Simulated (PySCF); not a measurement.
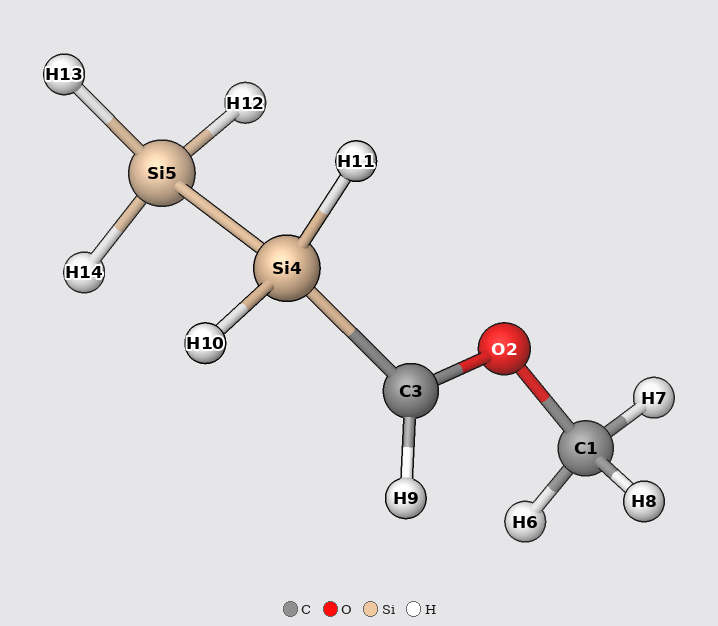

The species is neutral and a spin doublet. The computed structure is the end point of a GFN2-xTB optimisation. No frequency run is at hand to confirm it as a minimum. Method: UKS B3LYP, pcH-1 on C H O Si, non-relativistic (PySCF 2.14.0). Fermi-contact and spin-dipolar terms alone, no spin-orbit part.

Which nucleus has the largest dipolar (anisotropic) hyperfine coupling?

Answer. 13C at C3: principal values −66.8, −65.4, 132.2 MHz.

List the isotropic and dipolar parts for the most strongly coupled nuclei, one of each equivalent set.

```
atom  isotope  a_iso (MHz)   dipolar part (MHz)
  C3      13C         79.6  −66.8, −65.4, 132.2
  O2      17O        −25.2    −71.7, 34.5, 37.3
  H9       1H        −51.0     −31.8, 0.2, 31.6
 Si5     29Si        −56.8       −9.6, 4.5, 5.1
  H8       1H         15.9      −3.6, −3.3, 6.9
  H6       1H         15.4      −3.6, −3.2, 6.7
 H10       1H         −2.4      −3.5, −2.6, 6.1
  H7       1H         −1.5      −3.3, −2.6, 6.0
```

The geometry is semi-empirical. Around Si such bond lengths and angles can be off by a tenth of an ångström or more and by several degrees, and values that hang on the shape move with them.
